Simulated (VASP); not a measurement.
Band structure of KZnF$_{3}$ (cubic perovskite). Computed with SCAN meta-GGA, VASP's PBE PAW potentials (set 64) (plane waves; VASP).

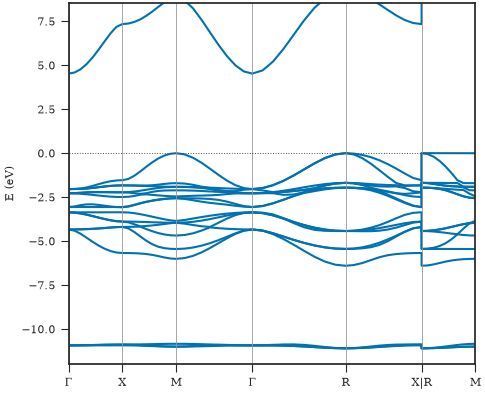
Figure. Bands along high-symmetry lines, zero at the valence-band maximum or, without a gap, the Fermi level

Task: Read the plot: is there a gap, and where are the band edges?

Result: The gap is indirect, 4.52 eV, from the valence maximum at R to the conduction minimum at Γ.

The compound is KZnF3 in the cubic perovskite structure. It was relaxed first.
